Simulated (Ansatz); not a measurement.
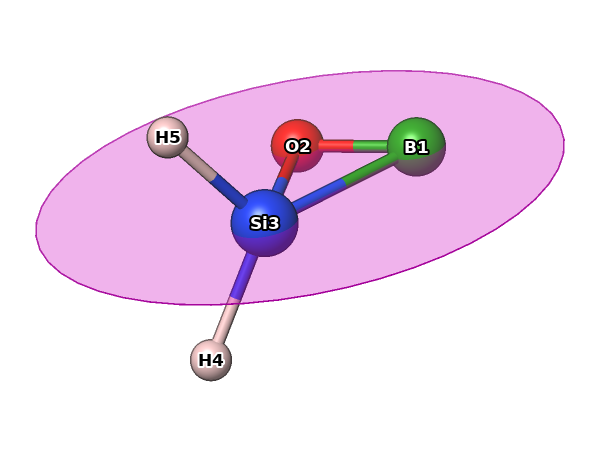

A disc through the centre of mass is drawn in. Atoms fade into the background with distance from the viewer. Charge 0, doublet. Computed geometry: PBE0-D4/def2-TZVP optimisation. No frequency run is at hand to confirm it as a minimum.

> Is the plane of the disc a mirror plane of the structure?

Yes. The reflection leaves B1, O2, Si3 in place and moves H4 ↔ H5. The point group is Cs.
